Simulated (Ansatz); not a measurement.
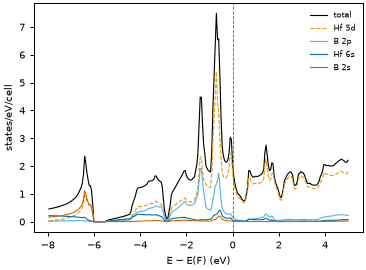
Fig. 1. Total and projected density of states of Hf$_{2}$B in space group R-3m (No. 166; Hf on 6c, B on 3a), r²SCAN (plane waves, PAW; program Ansatz)

### Question
Which orbitals carry the states next to the Fermi level?

### Answer
Within 0.5 eV of the Fermi level: Hf 5d 78 %, B 2p 12 %, Hf 6s 5 %. Projections are on Löwdin-orthogonalised atomic valence shells; empty p or d shells of many metals are not among them.

### Question
Where is the tallest occupied peak in this window, and what makes it?

### Answer
Near -0.7 eV, about 7.5 states/eV per cell; the largest projected share is Hf 5d.

The start of the workflow was typed in or built on a structure type; neither database checked (COD, Materials Project) lists it. Its standing as an ambient phase is unchecked. The cell was relaxed with r²SCAN under the symmetry of its start; whether a distortion lowers the energy is not shown. The run is not spin-polarised. The volume moved by -21 % from the start of the relaxation. Scalar-relativistic: spin–orbit coupling is off unless named, which matters more the heavier the elements.

Potentials: the earlier of the program's two PAW sets. The files were generated under PBE; for other functionals the program regenerates the frozen cores, and for LDA and PBEsol the local potential too.
